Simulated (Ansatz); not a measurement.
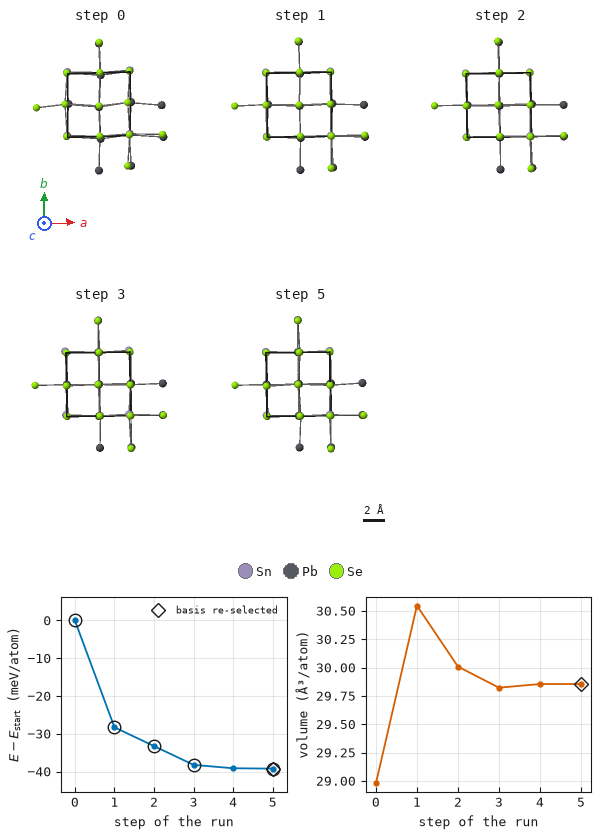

Frames of a relaxation of solid SnPb$_{3}$Se$_{4}$ (a generated structure, set up in P1) (coarse preliminary run), marked on the history of the run. Style: ball-and-stick. Shown: the cell of the calculation, along the c axis.

Computed with DFT PBE, scalar-relativistic, plane waves, PAW in Ansatz 0.2.0.

The input:
```yaml
crystal:
  lattice:
    - [6.1116597153, 0.0880049862, 0.0694160531]
    - [0.0880049862, 6.1973435684, 0.0266463913]
    - [0.0694160531, 0.0266463913, 6.122735505]
  atoms:
    - { symbol: Sn, position: [-0.007564879, 0.0282073067, -0.0127317237] }
    - { symbol: Pb, position: [0.5280719967, -0.0366118726, 0.4818686475] }
    - { symbol: Pb, position: [0.0133381987, 0.5258198623, 0.5207603348] }
    - { symbol: Pb, position: [0.5005041101, 0.4637667001, -0.0021154129] }
    - { symbol: Se, position: [0.5043880346, 0.4799427128, 0.5079213823] }
    - { symbol: Se, position: [-0.040575756, 0.5223309281, 0.0071913926] }
    - { symbol: Se, position: [0.5153091995, 0.0044251836, 0.0162929859] }
    - { symbol: Se, position: [-0.0134709046, 0.012119179, 0.4808123935] }
basis:
  ecutwfc: 420
kpoints:
  mp_grid: { grid: [4, 4, 4] }
hamiltonian:
  xc: pbe
scf:
  occupations: { method: gaussian, width: 0.2 }
  lower_state_search: "off"
output:
  forces: true
  stress: true
  eigenvalues: true
relax:
  adjacent_minimum: "off"
  f_tol: 0.025
  max_steps: 60
  cell: { stress_tol: 0.25 }
```

Command:
```bash
ansatz run input.yaml --threads 4 --pin off --max-ram 8192MiB --backend cpu --events-out ev --progress --plain --runs-dir out
```

> What happens along the run?

Over 4 accepted moves (5 points after the start) the energy falls by 39.2 meV per atom. The largest force component goes from 0.55 to 0.022 eV/Å. The pressure goes from 2.01 to 0.00 GPa. At 1 point the geometry stayed and the basis and grid were re-selected for the new cell (energy shift of 0.1 meV per atom at most each time). The atom that moves furthest relative to the cell is Se6 (0.38 Å roughly along [1 −1 0]). Largest moves by element: Se 0.38 Å, Pb 0.35 Å, Sn 0.20 Å. The drawn cell changes as follows: a 6.113 → 6.205 Å (+1.5 %), b 6.198 → 6.204 Å (+0.1 %), c 6.123 → 6.204 Å (+1.3 %), α 89.5° → 89.9°, β 88.7° → 90.0°, γ 88.4° → 90.0°; the volume changes by +3.0 %. Near-neighbour distances that change, for instance: Pb2–Se8 2.827 → 3.132 Å, Pb4–Se6 2.841 → 3.133 Å, Pb4–Se7 2.847 → 3.134 Å, Pb4–Se7 (another image) 3.358 → 3.078 Å. Bond angles that change, for instance: Se6–Pb4–Se7 97.1° → 84.1°, Pb2–Se8–Pb3 100.8° → 88.8°, Se5–Pb2–Se8 100.5° → 88.8°. The space group (tolerance 0.01 Å) goes from P1 (No. 1) to R3m (No. 160). From step 0 to 1: Se6 moves most (0.20 Å), volume +5.4 %, energy −28.3 meV per atom. From step 1 to 2: Pb and Se atoms move most (0.08 Å), volume −1.8 %, energy −5.0 meV per atom. From step 2 to 3: Sn1 moves most (0.16 Å), volume −0.6 %, energy −5.0 meV per atom. From step 3 to 5: Sn1 moves most (0.09 Å), volume +0.1 %, energy −1.0 meV per atom.
